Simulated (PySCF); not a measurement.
Consider C$_{5}$H$_{6}$N$_{2}$Si$_{2}$.

Input

```
{"job": {"kind": "nmr", "xc": "PBE0", "basis": "pcSseg-1"}, "charge": 0, "multiplicity": 1}
N      4.370770     2.200550    -0.414732
C      3.486093     1.489695    -0.596457
C      2.432247     0.653554    -0.819248
C      1.489816    -0.080535    -1.027823
Si     0.041477    -1.197856    -1.309646
C     -1.218811    -0.818270     0.086477
Si    -1.801914     1.012507     0.189160
C     -0.646145    -1.187753     1.335212
N     -0.163162    -1.470985     2.334922
H      0.507179    -2.583048    -1.229836
H     -0.561322    -0.861152    -2.601221
H     -2.098102    -1.448800    -0.075280
H     -0.638256     1.864425     0.415962
H     -2.437027     1.312043    -1.095968
H     -2.767254     1.123614     1.280910
```

Command:

```sh
OMP_NUM_THREADS=1 python probes_run.py task.json out
```

Geometry: GFN2-xTB.

The calculation used PySCF 2.14.0, PBE0/pcSseg-1, SCF density, gas phase, non-relativistic.

> What will maps of the electron density and electron localisation function show?

C–N (1.15 Å): the density is about 3.5 e/Å³ at the midpoint; the ELF peaks at about 0.85 between the atoms: a short, multiple covalent bond.
C–C (1.21 Å): the density is about 2.7 e/Å³ at the midpoint; the ELF peaks at about 0.85 between the atoms: a multiple bond.
C–Si (1.85 Å): ρ at the midpoint is about 0.92 e/Å³; the ELF peaks at about 0.95 between the atoms; a covalent bond.
C–H (1.09 Å): ρ is about 1.9 e/Å³ halfway; the ELF climbs to about 1 towards the hydrogen, as it does in any bond to H (an ordinary covalent bond to hydrogen).

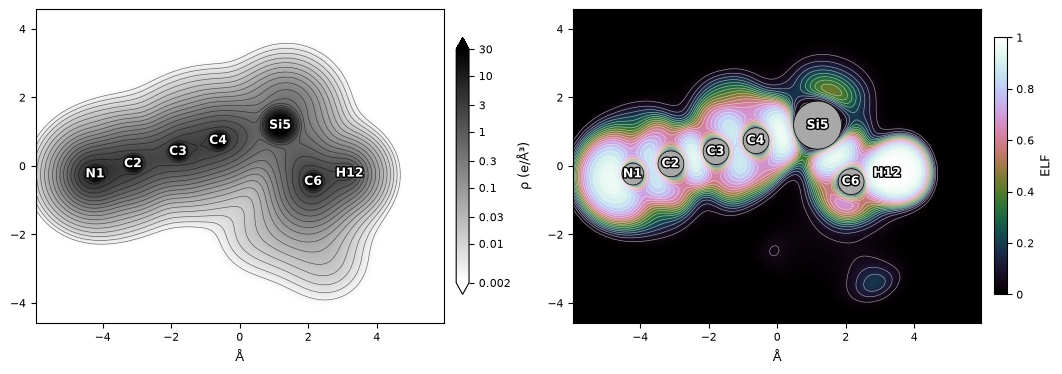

Computed electron density and electron localisation function on the plane of atoms C4, Si5 and C6, in this order. Grey discs cover the atomic cores in the ELF map. 
